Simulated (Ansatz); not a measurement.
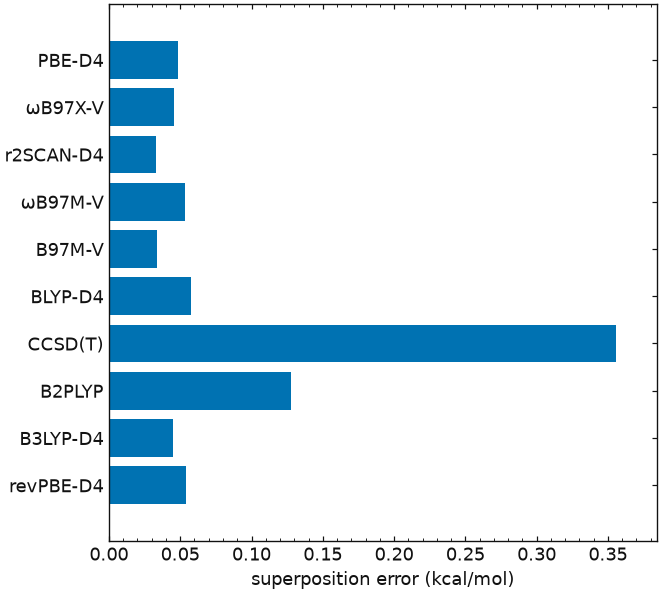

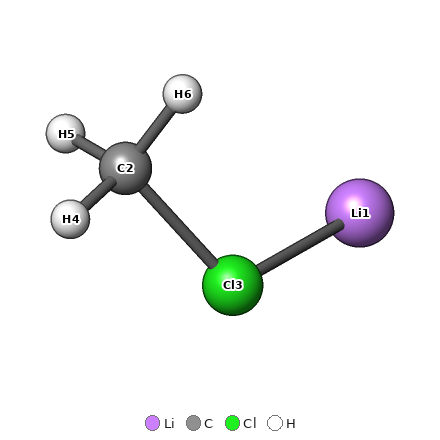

Basis-set superposition error of the pair Li⁺ and CH₃Cl at one optimised PBE0-D4 geometry, drawn, with the closest contact Li1···Cl3 2.26 Å (H···H pairs aside; other arrangements can bind more strongly; the cost of deforming the partners isn't counted), def2-TZVPPD, the Ansatz code 0.2.0; cores frozen in correlated methods. The outer core of Li, Na, Mg and K is correlated.

What range do the values span?

From 0.03 kcal/mol (r2SCAN-D4) to 0.36 kcal/mol (CCSD(T)).

Give the values.

```csv
level,kcal/mol
PBE-D4,0.05
ωB97X-V,0.05
r2SCAN-D4,0.03
ωB97M-V,0.05
B97M-V,0.03
BLYP-D4,0.06
CCSD(T),0.36
B2PLYP,0.13
B3LYP-D4,0.05
revPBE-D4,0.05
```
